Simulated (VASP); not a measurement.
Band structure of Hf2Zr (space group I4/mmm). Level of theory: PBE GGA, VASP's PBE PAW potentials (set 64) (plane waves; VASP 6.6.1).

Unless said otherwise, spin-orbit coupling is left out, though it shifts the bands of the heavy elements here.

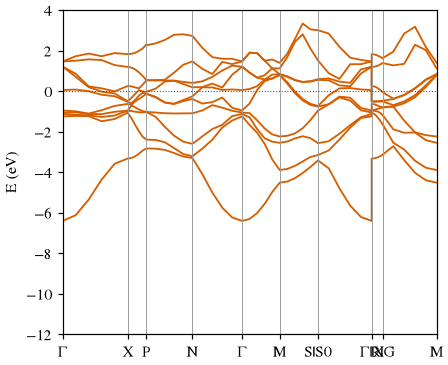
*Bands along high-symmetry lines, zero at the valence-band maximum or, without a gap, the Fermi level*

Task: Read the plot: is there a gap, and where are the band edges?

Result: It has no gap at this level: it comes out as a metal or semimetal.

The structure was generated: Hf2Zr was put into an ordered model structure, which need not be its known phase. The cell was not relaxed at this level. The k-mesh is coarse (spacing up to 0.33 per Å, 2π included), so the numbers may not be converged in it.
